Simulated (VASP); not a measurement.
Band structure of K (bcc). Calculation: r2SCAN+rVV10, VASP's PBE PAW potentials (set 64) (plane waves; VASP).

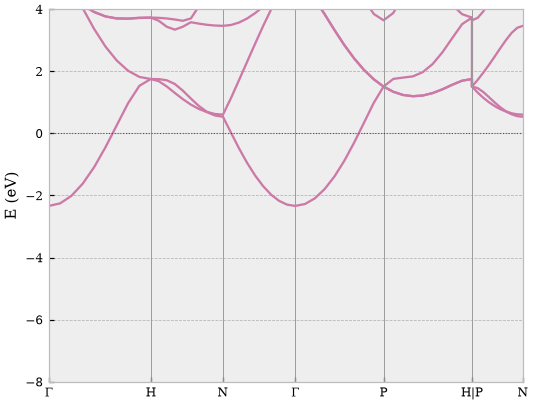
Figure: Bands along high-symmetry lines, zero at the valence-band maximum or, without a gap, the Fermi level

Problem. Read the plot: is there a gap, and where are the band edges?

Solution. It has no gap at this level: it comes out as a metal or semimetal.

The compound is K in the bcc structure. It was relaxed first.
